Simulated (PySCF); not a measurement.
KH, singlet. ωB97X/6-311G(d,p), PySCF 2.14.0, UKS. One reference determinant with the occupation held, the lowest that a PBE0 search over spins and occupations found; no spin-orbit coupling. Zero is the separated fragments in their ground configurations, without counterpoise. With wB97X the solution stays closed-shell at all points drawn; such a solution can't reach the open-shell fragments at long range. 2 further points of the run are not drawn.

**What bond curve does the calculation give?**

re = 2.249 Å, ωe = 1009 cm⁻¹, ωexe = 15.2 cm⁻¹, De = 2.04 eV.
| r (Å) | E (eV) |
| --- | --- |
| 1.926 | −1.78 |
| 2.016 | −1.92 |
| 2.106 | −2.00 |
| 2.173 | −2.03 |
| 2.240 | −2.04 |
| 2.307 | −2.03 |
| 2.397 | −2.01 |
| 2.509 | −1.94 |
| 2.643 | −1.84 |
| 2.822 | −1.67 |

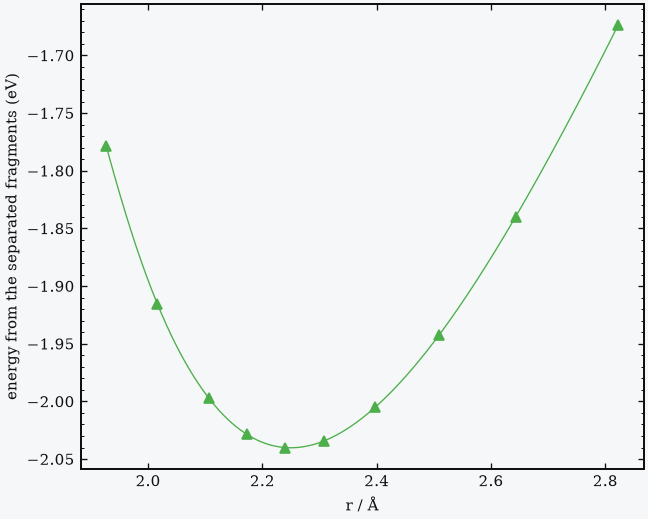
